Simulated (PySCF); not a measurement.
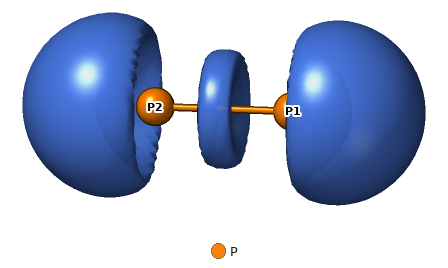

Figure 1: P2. Isosurface of the ELF at 0.8 (blue), seen from one side. Core shells and regions of very low density are left out.

Computed with PySCF, PBE0/def2-SVPD, non-relativistic Hamiltonian with scalar-relativistic core potentials where named, at a bond length of 1.894 Å.

Question: Describe the localisation domains.

Answer: The ELF exceeds this value in one region between bonded P–P atoms (shared pairs) and two lobes on P, pointing away from the bonds (lone pairs). Profiles from the grid: P–P (1.89 Å): the ELF peaks at about 0.85 between the atoms (localised, covalent bonding).
